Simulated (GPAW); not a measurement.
# Screening of a field by a 7-layer slab of Cd(0001), part 2 of 2

How does a 7-layer slab of Cd(0001) screen a perpendicular field?

GPAW 26.7.0; GPAW, PAW setups; slab in vacuum, relaxation (the session's first sound run).

So far, dipole along the normal (e·Å): step 2 (relaxation) -3.6e-4; step 3 (the slab's potential) -5.3e-4; step 4 (In a field) -0.175.

## (5) Field on

Contents of run.py:

```python
import json
import numpy as np
from ase import Atoms
from gpaw import GPAW, PW
from gpaw.external import ConstantElectricField

slab = Atoms(
    ['Cd', 'Cd', 'Cd', 'Cd', 'Cd', 'Cd', 'Cd'],
    positions=[
        [0.00000, 0.00000, 9.00000],
        [2.98000, 1.72050, 11.81014],
        [0.00000, 0.00000, 14.62028],
        [2.98000, 1.72050, 17.55207],
        [-0.00000, 0.00000, 20.48765],
        [2.98000, 1.72050, 23.41173],
        [-0.00000, 0.00000, 26.31909]],
    cell=[[2.98, 0.0, 0.0], [1.49, 2.58076, 0.0], [0.0, 0.0, 34.86084]],
    pbc=[True, True, False])

slab.calc = GPAW(mode=PW(400), xc='PBE', kpts={'size': (12, 12, 1), 'gamma': True},
                 occupations={'name': 'fermi-dirac', 'width': 0.1}, nbands='160%',
                 convergence={'density': 1e-05}, maxiter=200,
                 poissonsolver={'dipolelayer': 'xy'},
                 external=ConstantElectricField(-0.1, [0, 0, 1]),
                 symmetry={'tolerance': 1e-3}, txt='slab.txt')
result = {}
energy = slab.get_potential_energy()
fermi = slab.calc.get_fermi_level()
v = slab.calc.get_electrostatic_potential().mean((0, 1)) - fermi
n = slab.calc.get_pseudo_density().mean((0, 1))
L = slab.cell[2, 2]
z = np.arange(len(v)) * L / len(v)
low, high = slab.positions[:, 2].min(), slab.positions[:, 2].max()
below, above = np.interp([low - 6.8, high + 6.8], z, v)
slopes = [np.interp(x, z, np.gradient(v, z)) for x in (low - 6.8, high + 6.8)]
eps = np.array([[slab.calc.get_eigenvalues(k, s) for k in range(len(slab.calc.get_ibz_k_points()))]
                for s in range(slab.calc.get_number_of_spins())]) - fermi
top, bottom = eps[eps < 0].max(), eps[eps > 0].min()
dipole = slab.get_dipole_moment()[2]
print(f'energy {energy:.4f} eV, Fermi level {fermi:.4f} eV, dipole {dipole:.5f} e A')
print(f'potential 6.8 A off the faces, from the Fermi level: lower {below:.4f} eV, upper {above:.4f} eV')
print(f'slope of the potential there: lower {slopes[0]:.5f}, upper {slopes[1]:.5f} eV/A')
print(f'nearest levels on the mesh: {top:.4f} and {bottom:.4f} eV')
print('magnetic moment', round(slab.get_magnetic_moment(), 3))
result.update(energy=energy, fermi=fermi, dipole=dipole, below=below, above=above, slopes=slopes, edges=[top, bottom],
              z=z.tolist(), v=v.tolist(), n=n.tolist(), positions=slab.positions.tolist(),
              forces=slab.get_forces(apply_constraint=False).tolist(), moments=slab.get_magnetic_moments().tolist())
json.dump(result, open('result.json', 'w'))
```

Started as:

```sh
OMP_NUM_THREADS=1 OPENBLAS_NUM_THREADS=1 python run.py
```

The log of the run:

```text
energy -5.7353 eV, Fermi level 2.7470 eV, dipole -0.08726 e A
potential 6.8 A off the faces, from the Fermi level: lower 2.7625 eV, upper 4.8157 eV
slope of the potential there: lower -0.00008, upper 0.00001 eV/A
nearest levels on the mesh: -0.4097 and 0.0019 eV
magnetic moment 0.0
```

Run time: 5.5 min. Hardware: 1 thread of Intel Xeon 6975P-C (Granite Rapids), shared host; peak memory 0.74 GiB.

This step gave:

| Item | Value |
| --- | --- |
| dipole along the normal | -0.08726 e·Å |
| levels nearest the Fermi level on the mesh | -0.4097, 0.001947 eV from the Fermi level |
| potential below the slab, the applied field's own ramp left out | 2.762 eV from the Fermi level |
| potential above the slab, the applied field's own ramp left out | 4.816 eV from the Fermi level |

The electrostatic potential energy of an electron (without an applied field's), less the Fermi level, planar mean oscillates, so the rows of the table below give means over windows of 2.91 Å about each position, cut where the curve ends. Its maxima inside the range that stand out by 2 % of the span (Å: eV): 10.4: 0.411, 13.2: 0.665, 16.1: 1.36, 19.0: 1.70, 21.9: 1.97, 24.9: 2.24, 33.2: 4.82. Its minima: 9.0: -23.1, 11.8: -23.1, 14.6: -22.9, 17.5: -22.6, 20.4: -22.1, 23.5: -21.7, 26.4: -21.3.

The electrostatic potential energy of an electron (without an applied field's), less the Fermi level, planar mean by z; means over each step:

```tsv
z (Å)	electrostatic potential energy of an electron (without an applied field's), less the Fermi level, planar mean (eV)
1.46	2.83
4.37	2.76
7.28	-0.540
10.19	-8.88
13.10	-8.75
16.01	-7.40
18.91	-7.05
21.83	-6.84
24.73	-6.63
27.65	-1.95
30.55	4.81
33.47	4.78
```

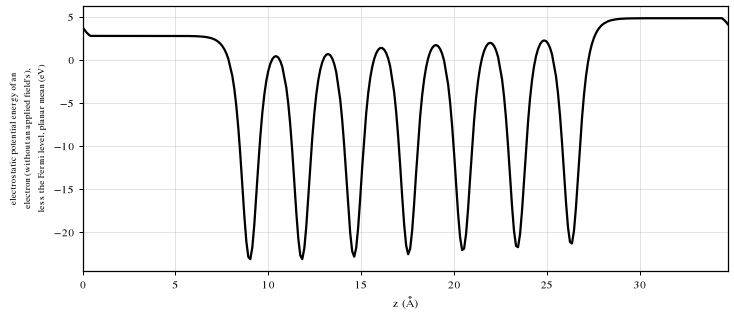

Electrostatic potential energy of an electron (without an applied field's), less the Fermi level, planar mean, plotted against z.

Force by atom:

```tsv
atom	x (eV/Å)	y (eV/Å)	z (eV/Å)	size
Cd1	0.0000	0.0000	-0.0903	0.0903
Cd2	-0.0001	0.0000	-0.0062	0.0062
Cd3	0.0000	0.0000	0.0922	0.0922
Cd4	-0.0001	0.0000	-0.0004	0.0004
Cd5	0.0000	0.0000	0.0009	0.0009
Cd6	-0.0001	0.0000	0.0158	0.0158
Cd7	0.0000	0.0000	-0.0054	0.0054
```

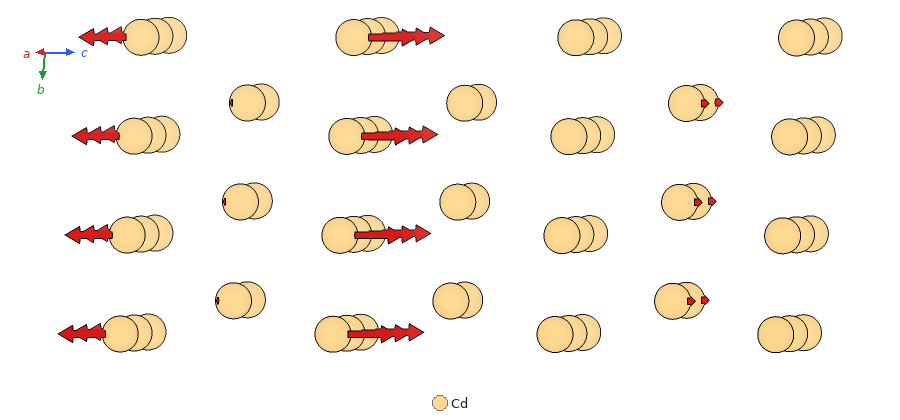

Force as arrows, the longest 0.0922 eV/Å. 2×3×1 cells are drawn. Some periodic images of atoms are drawn too.

The dipole is now -0.0873 e Å, against -5.3e-4 in the run without a field.

## (6) In a field

Edit run.py of step 5 so:

```diff
@@ -23,3 +23,3 @@
                  poissonsolver={'dipolelayer': 'xy'},
-                 external=ConstantElectricField(-0.1, [0, 0, 1]),
+                 external=ConstantElectricField(-0.05, [0, 0, 1]),
                  symmetry={'tolerance': 1e-3}, txt='slab.txt')
```

The log of the run:

```text
energy -5.7320 eV, Fermi level 2.7520 eV, dipole -0.04332 e A
potential 6.8 A off the faces, from the Fermi level: lower 3.2667 eV, upper 4.2863 eV
slope of the potential there: lower -0.00009, upper 0.00002 eV/A
nearest levels on the mesh: -0.4092 and 0.0019 eV
magnetic moment 0.0
```

Run time: 10 min. Hardware: 1 thread; peak memory 0.72 GiB.

The electrostatic potential energy of an electron (without an applied field's), less the Fermi level, planar mean oscillates, so the rows of the table below give means over windows of 2.91 Å about each position, cut where the curve ends. Its maxima inside the range that stand out by 2 % of the span (Å: eV): 10.4: 0.761, 13.2: 0.875, 16.0: 1.43, 19.0: 1.62, 21.9: 1.74, 24.9: 1.87. Its minima: 9.0: -22.7, 11.8: -22.8, 14.6: -22.7, 17.5: -22.6, 20.4: -22.2, 23.5: -22.0, 26.4: -21.8.

Electrostatic potential energy of an electron (without an applied field's), less the Fermi level, planar mean against z; means over each step:

```tsv
z (Å)	electrostatic potential energy of an electron (without an applied field's), less the Fermi level, planar mean (eV)
1.46	3.30
4.37	3.26
7.28	-0.0571
10.19	-8.52
13.10	-8.53
16.01	-7.33
18.91	-7.13
21.83	-7.06
24.73	-7.00
27.65	-2.45
30.55	4.28
33.47	4.27
```

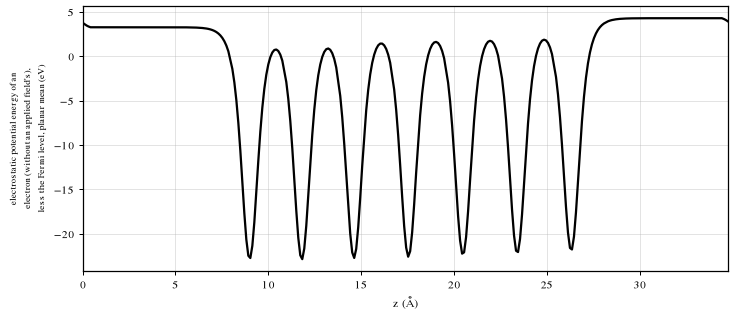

Electrostatic potential energy of an electron (without an applied field's), less the Fermi level, planar mean, plotted against z.

## (7) Field on

Edit run.py of step 6 so:

```diff
@@ -23,3 +23,3 @@
                  poissonsolver={'dipolelayer': 'xy'},
-                 external=ConstantElectricField(-0.05, [0, 0, 1]),
+                 external=ConstantElectricField(0.05, [0, 0, 1]),
                  symmetry={'tolerance': 1e-3}, txt='slab.txt')
```

The log of the run:

```text
energy -5.7320 eV, Fermi level 2.7614 eV, dipole 0.04453 e A
potential 6.8 A off the faces, from the Fermi level: lower 4.2772 eV, upper 3.2298 eV
slope of the potential there: lower -0.00011, upper 0.00002 eV/A
nearest levels on the mesh: -0.4085 and 0.0016 eV
magnetic moment 0.0
```

It took 8.3 min on 1 thread; peak memory 0.72 GiB.

The electrostatic potential energy of an electron (without an applied field's), less the Fermi level, planar mean oscillates, so the rows of the table below give means over windows of 2.91 Å about each position, cut where the curve ends. Its maxima inside the range that stand out by 2 % of the span (Å: eV): 10.4: 1.46, 13.2: 1.29, 16.0: 1.57, 19.0: 1.46, 21.9: 1.29, 24.9: 1.13. Its minima: 9.0: -21.9, 11.8: -22.3, 14.6: -22.4, 17.5: -22.6, 20.4: -22.5, 23.5: -22.6, 26.4: -22.6.

The electrostatic potential energy of an electron (without an applied field's), less the Fermi level, planar mean by z; means over each step:

```tsv
z (Å)	electrostatic potential energy of an electron (without an applied field's), less the Fermi level, planar mean (eV)
1.46	4.24
4.37	4.27
7.28	0.910
10.19	-7.79
13.10	-8.10
16.01	-7.18
18.91	-7.28
21.83	-7.50
24.73	-7.73
27.65	-3.44
30.55	3.22
33.47	3.25
```

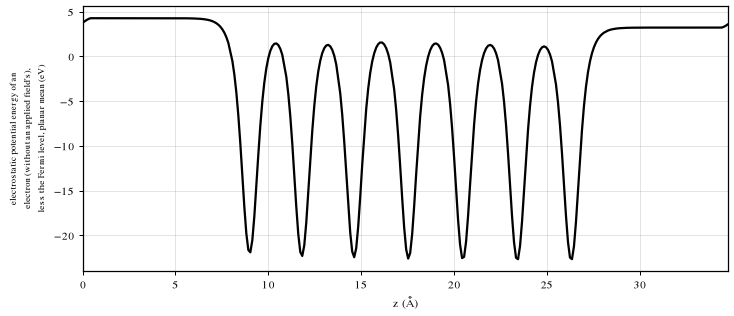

Electrostatic potential energy of an electron (without an applied field's), less the Fermi level, planar mean against z.

## (8) In a field

Edit run.py of step 7 so:

```diff
@@ -23,3 +23,3 @@
                  poissonsolver={'dipolelayer': 'xy'},
-                 external=ConstantElectricField(0.05, [0, 0, 1]),
+                 external=ConstantElectricField(0.1, [0, 0, 1]),
                  symmetry={'tolerance': 1e-3}, txt='slab.txt')
```

The log of the run:

```text
energy -5.7354 eV, Fermi level 2.7656 eV, dipole 0.08841 e A
potential 6.8 A off the faces, from the Fermi level: lower 4.7828 eV, upper 2.7030 eV
slope of the potential there: lower -0.00009, upper 0.00001 eV/A
nearest levels on the mesh: -0.4081 and 0.0015 eV
magnetic moment 0.0
```

It took 5.2 min on 1 thread; peak memory 0.74 GiB.

The dipole is now 0.0884 e Å, against -5.3e-4 in the run without a field.

## (9) Field on

Edit run.py of step 8 so:

```diff
@@ -23,3 +23,3 @@
                  poissonsolver={'dipolelayer': 'xy'},
-                 external=ConstantElectricField(0.1, [0, 0, 1]),
+                 external=ConstantElectricField(0.2, [0, 0, 1]),
                  symmetry={'tolerance': 1e-3}, txt='slab.txt')
```

The log of the run:

```text
energy -5.7486 eV, Fermi level 2.7727 eV, dipole 0.17622 e A
potential 6.8 A off the faces, from the Fermi level: lower 5.7985 eV, upper 1.6525 eV
slope of the potential there: lower -0.00011, upper 0.00003 eV/A
nearest levels on the mesh: -0.4074 and 0.0012 eV
magnetic moment 0.0
```

The job ended after 6 min (1 thread; peak memory 0.72 GiB).

The electrostatic potential energy of an electron (without an applied field's), less the Fermi level, planar mean oscillates, so the rows of the table below give means over windows of 2.91 Å about each position, cut where the curve ends. Its maxima inside the range that stand out by 2 % of the span (Å: eV): 0.5: 5.80, 10.4: 2.51, 13.2: 1.92, 16.0: 1.78, 19.0: 1.22, 21.9: 0.613, 24.9: 0.0148. Its minima: 9.0: -20.6, 11.8: -21.5, 14.6: -22.0, 17.5: -22.6, 20.4: -23.0, 23.5: -23.6, 26.4: -24.0.

The electrostatic potential energy of an electron (without an applied field's), less the Fermi level, planar mean by z; means over each step:

```tsv
z (Å)	electrostatic potential energy of an electron (without an applied field's), less the Fermi level, planar mean (eV)
1.46	5.66
4.37	5.79
7.28	2.36
10.19	-6.71
13.10	-7.45
16.01	-6.97
18.91	-7.50
21.83	-8.16
24.73	-8.82
27.65	-4.92
30.55	1.65
33.47	1.73
```

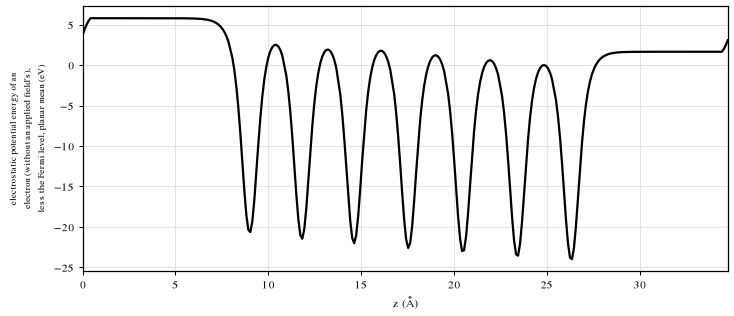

Electrostatic potential energy of an electron (without an applied field's), less the Fermi level, planar mean against z.

The dipole is now 0.176 e Å, against -5.3e-4 in the run without a field.

## (10) In a field

Edit run.py of step 9 so:

```diff
@@ -23,3 +23,3 @@
                  poissonsolver={'dipolelayer': 'xy'},
-                 external=ConstantElectricField(0.2, [0, 0, 1]),
+                 external=ConstantElectricField(0.3, [0, 0, 1]),
                  symmetry={'tolerance': 1e-3}, txt='slab.txt')
```

The log of the run:

```text
energy -5.7706 eV, Fermi level 2.7788 eV, dipole 0.26415 e A
potential 6.8 A off the faces, from the Fermi level: lower 6.8181 eV, upper 0.6032 eV
slope of the potential there: lower -0.00013, upper 0.00003 eV/A
nearest levels on the mesh: -0.4068 and 0.0008 eV
magnetic moment 0.0
```

Run time: 7.4 min. Hardware: 1 thread; peak memory 0.73 GiB.

The dipole is now 0.264 e Å, against -5.3e-4 in the run without a field.

## (11) The series

The members are put on one axis.

This step: induced dipole against applied field (GPAW 26.7.0).

Dipole along the normal against field:

```tsv
field (V/Å)	dipole along the normal (e·Å)
-0.200	-0.175
-0.100	-0.0873
-0.050	-0.0433
0.000	-5.3e-4
0.050	0.0445
0.100	0.0884
0.200	0.176
0.300	0.264
```

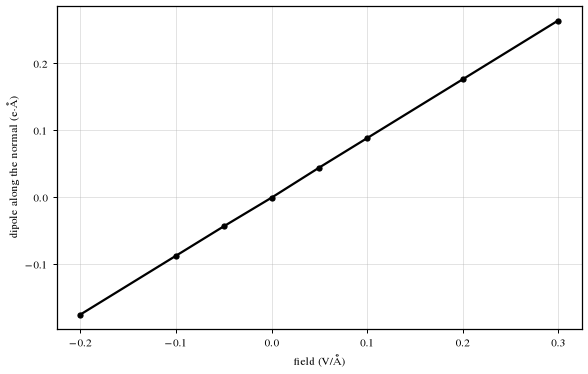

Dipole along the normal, plotted against field.

## (12) Outcome

| Property | Result |
| --- | --- |
| work function, upper and lower face | 3.757 and 3.771 eV |
| dipole along the normal | -5.3e-4 e Å, near the numerical noise |
| induced dipole per field | 0.878 e Å per V/Å |
| out-of-plane polarisability per area, α/(ε0 A) | 20.7 Å |

In words: The field induces 0.878 e Å per V/Å, a polarisable thickness α/(ε0 A) of 20.7 Å beside 17.3 Å between the outermost nuclei. A perfect conductor would give the distance between its two image planes; a dielectric of thickness t gives t(1 - 1/ε). The measured value for polycrystalline Cd, which weights the faces of low work function, is 4.08 eV (as compiled in "Anisotropic work function of elemental crystals", 2019, arxiv:1902.07811); the relaxed upper face lies 0.32 eV under it with PBE. Measured work functions scatter by a tenth of an eV or more between methods. The induced dipole is linear in the field over this range. The small printed dipole stands for a step of 13 meV from the lower to the upper face, and the probes find -15 meV; values this small are near the numerical noise of both. The in-plane lattice was kept as typed, which isn't the functional's own and leaves some strain; spin-orbit coupling and temperature are left out.

[Logs are printed without paths, hosts, clocks, repeated set-up lines and the standing remarks that a program may print on its own settings, such as how far it seeks lower states.]

[Hosts, paths, dates, database ids (printed as entryN), source tags and the programs' standing remarks are cut or masked in the printed files.]
